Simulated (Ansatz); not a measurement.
# Si2H6 (singlet): one geometry, many settings at distance Si1–H5 along a hydrogen transfer = 1.485 Å

Aim: run Si2H6 (singlet) at one geometry under a spread of methods and options, and see what each costs and gives.

Method: the settings change from run to run; program: Ansatz 0.2.0, Gaussian basis.

5 further runs of the same task are left out: 4 that didn't finish, 1 set aside as unsound or not needed.

## Step 1: What is computed

The geometry derives from fragments relaxed apart (PBE0/def2-TZVP) and kept rigid, so it is no stationary point. A hydrogen atom is moved between rigid fragments.

8 atoms, charge 0, spin multiplicity 1.

Atoms are counted from 1 here; the program's logs count them from 0.

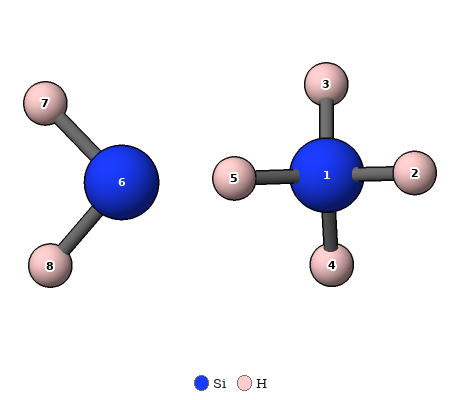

The structure; silicon blue, hydrogen pink; atoms are numbered from 1 in the order of the file.

## Step 2: NEVPT2(4,4)/STO-3G

Contents of in.yaml:

```yaml
crystal:
  periodic: [false, false, false]
  atoms:
    - {symbol: Si, position_ang: [-1.615891, 0.028327, 0.000000]}
    - {symbol: H, position_ang: [-2.110763, 1.428035, 0.000001]}
    - {symbol: H, position_ang: [-2.110762, -0.671527, 1.212183]}
    - {symbol: H, position_ang: [-2.110763, -0.671527, -1.212182]}
    - {symbol: H, position_ang: [-0.131276, 0.028327, 0.000000]}
    - {symbol: Si, position_ang: [1.683109, 0.028327, -0.000001]}
    - {symbol: H, position_ang: [2.295290, -0.845957, 1.090012]}
    - {symbol: H, position_ang: [2.295289, -0.845957, -1.090013]}
basis:
  gaussian: {orbitals: STO-3G}
correlation: {method: sc_nevpt2, electrons: outside_noble_gas, active_space: {window: {electrons: 4, orbitals: 4}}}
scf: {lower_state_search: full}
```

Command:

```bash
ansatz run in.yaml --threads 1 --pin off --events-out ev --progress --plain --max-ram 2393MiB
```

Standard output, cut to the lines that bear on the results:

```text
Functional definition: HF
  name "HF"
  cite "Fock, Z. Phys. 61, 126 (1930) doi:10.1007/BF01340294"
  parent pbe
[...]
264 factors; integrals over basis functions are off by at most 3.3e-5 eV
[...]
mean field -15634.27319277 eV, -574.5489425434 hartree, gradient 4.6e-7 eV, S^2 0.000000; 0 other end points of the search recorded, 0 dependent functions left out; unrestricted orbitals would lower it
reference -15634.27319277 eV, -574.5489425434 hartree; 17, 17 occupied and 7, 7 virtual orbitals, 264 factors
state -15635.29146329 eV, -574.5863632946 hartree
state -15635.29146329 eV, -574.5863632946 hartree; corrected -15636.88569360 eV, -574.6449501781 hartree
state -15635.11861547 eV, -574.5800112546 hartree
state -15635.11861547 eV, -574.5800112546 hartree; corrected -15636.86036787 eV, -574.6440194745 hartree
state -15635.29146329 eV, -574.5863632946 hartree; corrected -15636.88569360 eV, -574.6449501781 hartree
state -15635.05088055 eV, -574.5775220421 hartree
state -15635.05088055 eV, -574.5775220421 hartree; corrected -15636.79481472 eV, -574.6416104409 hartree
state -15635.29146329 eV, -574.5863632946 hartree; corrected -15636.88569360 eV, -574.6449501781 hartree
[...]
Total energy: -15636.88569360 eV, -574.6449501781 hartree
```

Wall time 2.4 s (1 thread of AMD EPYC 7R43, shared host).

From the report: 20 determinants; active occupations 1.97, 1.96, 0.03, 0.03.

## Step 3: BCCD(T) on RHF/cc-pVDZ

in.yaml, as its differences from that of step 2:

```diff
@@ -12,4 +12,4 @@
 basis:
-  gaussian: {orbitals: STO-3G}
-correlation: {method: sc_nevpt2, electrons: outside_noble_gas, active_space: {window: {electrons: 4, orbitals: 4}}}
-scf: {lower_state_search: full}
+  gaussian: {orbitals: cc-pVDZ, point_charges: [{charge: 0.50, position_ang: [6.641, -0.645, 0.179]}]}
+magnetization: {spin_polarized: false}
+correlation: {method: bccd_t, electrons: valence}
```

Same command.

Standard output, cut to the lines that bear on the results:

```text
Functional definition: HF
  name "HF"
  cite "Fock, Z. Phys. 61, 126 (1930) doi:10.1007/BF01340294"
  parent pbe
[...]
623 factors; integrals over basis functions are off by at most 1.4e-3 eV
[...]
mean field -15816.23164634 eV, -581.2357923761 hartree, gradient 1.3e-6 eV, S^2 0.000000; 0 other end points of the search recorded, 0 dependent functions left out; unrestricted orbitals would lower it
[...]
10 core orbitals not correlated: weight in the atoms' cores, before any rotation towards them, 1.000 or more for the frozen orbitals, at most 0.000 for the correlated occupied ones
reference -15816.23164634 eV, -581.2357923761 hartree; 7, 7 occupied and 49, 49 virtual orbitals, 623 factors
second order -5.86188069 eV of doubles, -0.00000000 eV of singles
cycle   1  -6.98063639 eV  change    -1.1e0 eV  update   8.2e-2
[...]
cycle  11  -7.38489417 eV  change    1.8e-7 eV  update   1.1e-5
perturbative correction -0.17868322 eV, -0.0065664871 hartree
Total energy: -15823.79522373 eV, -581.5137487185 hartree
```

Run time: 3.6 s. Hardware: 1 thread of AMD EPYC 7R43, shared host.

From the report: correlation -7.5636 eV; largest double amplitude 0.08.

## Step 4: MP2 on RHF/cc-pVDZ

in.yaml, as its differences from that of step 3:

```diff
@@ -12,4 +12,4 @@
 basis:
-  gaussian: {orbitals: cc-pVDZ, point_charges: [{charge: 0.50, position_ang: [6.641, -0.645, 0.179]}]}
+  gaussian: {orbitals: cc-pVDZ}
 magnetization: {spin_polarized: false}
-correlation: {method: bccd_t, electrons: valence}
+correlation: {method: mp2, electrons: outside_noble_gas}
```

The command is unchanged.

Standard output:

```text
Functional definition: HF
  name "HF"
  cite "Fock, Z. Phys. 61, 126 (1930) doi:10.1007/BF01340294"
  parent pbe
  exchange = exact_x
  correlation = 0
623 factors; integrals over basis functions are off by at most 1.4e-3 eV
mean field evaluation 1: about -15815.0558 eV, gradient 1.3e1 eV
mean field evaluation 2: about -15815.0584 eV, gradient 1.3e1 eV
mean field evaluation 4: about -15816.1561 eV, gradient 1.0e0 eV
mean field evaluation 8: about -15816.1637 eV, gradient 2.0e-3 eV
mean field -15816.16374199 eV, -581.2332969372 hartree, gradient 2.2e-6 eV, S^2 0.000000; 0 other end points of the search recorded, 0 dependent functions left out; unrestricted orbitals would lower it
10 core orbitals not correlated: weight in the atoms' cores, before any rotation towards them, 1.000 or more for the frozen orbitals, at most 0.000 for the correlated occupied ones
reference -15816.16374199 eV, -581.2332969372 hartree; 7, 7 occupied and 49, 49 virtual orbitals, 623 factors
second order -5.86583960 eV of doubles, -0.00000000 eV of singles
Total energy: -15822.02958159 eV, -581.4488625667 hartree
```

It took 1.5 s on 1 thread of AMD EPYC 7R43, shared host.

## Step 5: NEVPT2(2,7)/6-31G

in.yaml, as its differences from that of step 4:

```diff
@@ -12,4 +12,5 @@
 basis:
-  gaussian: {orbitals: cc-pVDZ}
-magnetization: {spin_polarized: false}
-correlation: {method: mp2, electrons: outside_noble_gas}
+  gaussian: {orbitals: 6-31G}
+correlation: {method: sc_nevpt2, electrons: outside_noble_gas, active_space: {window: {electrons: 2, orbitals: 7}}}
+scf: {lower_state_search: full}
+output: {forces: true}
```

The command is unchanged.

Standard output, cut to the lines that bear on the results:

```text
Functional definition: HF
  name "HF"
  cite "Fock, Z. Phys. 61, 126 (1930) doi:10.1007/BF01340294"
  parent pbe
[...]
472 factors; integrals over basis functions are off by at most 1.8e-4 eV
[...]
mean field -15813.04106933 eV, -581.1185408338 hartree, gradient 1.1e-6 eV, S^2 0.000000; 0 other end points of the search recorded, 0 dependent functions left out; unrestricted orbitals would lower it
reference -15813.04106933 eV, -581.1185408338 hartree; 17, 17 occupied and 21, 21 virtual orbitals, 472 factors
state -15813.53504281 eV, -581.1366940241 hartree
state -15813.53504281 eV, -581.1366940241 hartree; corrected -15816.20650358 eV, -581.2348683967 hartree
state -15813.48039131 eV, -581.1346856185 hartree
state -15813.48039131 eV, -581.1346856185 hartree; corrected -15816.20959195 eV, -581.2349818923 hartree
state -15813.48039131 eV, -581.1346856185 hartree; corrected -15816.20959195 eV, -581.2349818923 hartree
WARN: 2 active orbitals are nearly empty or full. The corrections depend on them more than the energy does, and are more stable in an active space without them
[...]
WARN: the results are in doubt because another end's mean lies 0.055 eV lower, and its corrected mean 0.003 eV higher
Total energy: -15816.20959195 eV, -581.2349818923 hartree
Atom 0 at    -1.615891     0.028327     0.000000 Å, force    -1.480259    -0.336595     0.000000 eV/Å
Atom 1 at    -2.110763     1.428035     0.000001 Å, force     0.140503     0.342054    -0.000000 eV/Å
Atom 2 at    -2.110762    -0.671527     1.212183 Å, force    -0.068861    -0.181358     0.315217 eV/Å
Atom 3 at    -2.110763    -0.671527    -1.212182 Å, force    -0.068861    -0.181358    -0.315217 eV/Å
Atom 4 at    -0.131276     0.028327     0.000000 Å, force     0.302286    -0.247059    -0.000000 eV/Å
Atom 5 at     1.683109     0.028327    -0.000001 Å, force     2.048647     1.552371    -0.000000 eV/Å
Atom 6 at     2.295290    -0.845957     1.090012 Å, force    -0.436727    -0.474028     0.503100 eV/Å
Atom 7 at     2.295289    -0.845957    -1.090013 Å, force    -0.436727    -0.474028    -0.503100 eV/Å
Dipole moment:    -0.404740    -0.113277    -0.000000 e Å
In doubt: another end's mean lies 0.055 eV lower, and its corrected mean 0.003 eV higher
```

Run time: 26 s. Hardware: 1 thread of AMD EPYC 7R43, shared host.

From the report: 29 determinants; active occupations 1.95, 0.03, 0.01, 0.01, 0.00, 0.00, 0.00. Mind the lines of doubt at the end of the log.

## Step 6: All runs side by side

 † marks a result that the program doubts.

| level | correlated | functions | energy (eV) | time |
| --- | --- | --- | --- | --- |
| NEVPT2(4,4)/STO-3G | outside noble gas | 24 | -15636.8857 | 2.4 s |
| BCCD(T) on RHF/cc-pVDZ (beside a point charge) | valence | 66 | -15823.7952 | 3.6 s |
| MP2 on RHF/cc-pVDZ | outside noble gas | 66 | -15822.0296 | 1.5 s |
| NEVPT2(2,7)/6-31G † | outside noble gas | 38 | -15816.2096 | 26 s |

## Step 7: Results

| quantity | value |
| --- | --- |
| runs | 4 |
| quickest | MP2 on RHF/cc-pVDZ, 1.5 s |
| slowest | NEVPT2(2,7)/6-31G †, 26 s |

**Reading.** Total energies in different bases, with other cores or another treatment of relativity can't be set against each other. NEVPT2(2,7)/6-31G † took 17 times as long as MP2 on RHF/cc-pVDZ; the jobs differ in more than the method.
